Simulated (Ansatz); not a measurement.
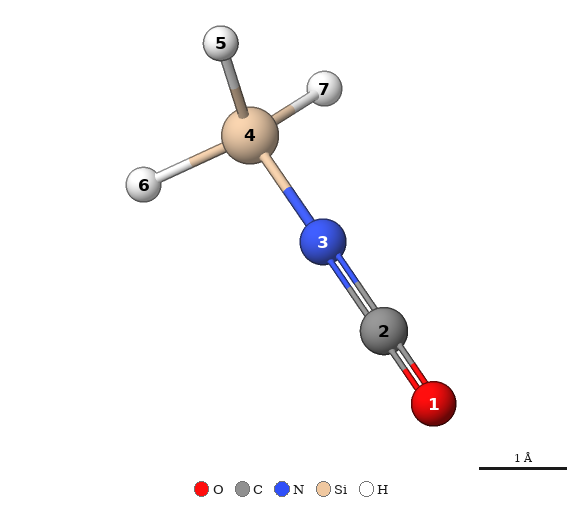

The picture comes from a calculation with Ansatz.

Geometry: moved along internal coordinates away from the minimum.

**What is the geometry at Si4?**

Si4 has 4 neighbours (N3 at 1.71, H5 at 1.48, H6 at 1.48, H7 at 1.48 Å); the arrangement is tetrahedral.

**Describe the coordination of atom 2.**

C2 has 2 neighbours (O1 at 1.17, N3 at 1.43 Å); the arrangement is linear.

**How are the neighbours of atom 3 arranged?**

N3 has 2 neighbours (C2 at 1.43, Si4 at 1.71 Å); the arrangement is linear.
